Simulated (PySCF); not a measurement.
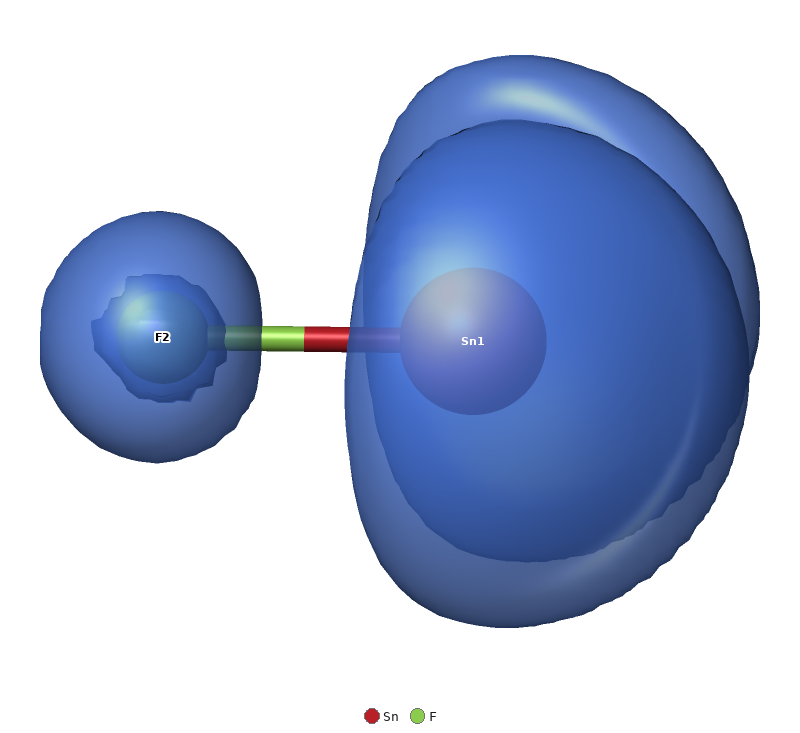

*SnF (doublet). Isosurface of the electron localisation function at 0.75 (blue), seen from one side. Core shells and regions of very low density are left out.*

Core potentials replace the inner electrons of Sn.

Theory: PySCF 2.14.0, PBE0/def2-TZVPPD, non-relativistic Hamiltonian with scalar-relativistic core potentials where named, at a bond length of 1.958 Å.

```xyz
2

Sn    0.0000    0.0000   -0.2678
F     0.0000    0.0000    1.6902
```

### Where are the electrons localised?

The ELF exceeds this value in two lobes on Sn, pointing away from the bonds (non-bonding electrons) and one region wrapped around F (its valence shell). Along the contacts the grid gives the following. Sn–F (1.96 Å): the ELF is about 0.15 at the midpoint.
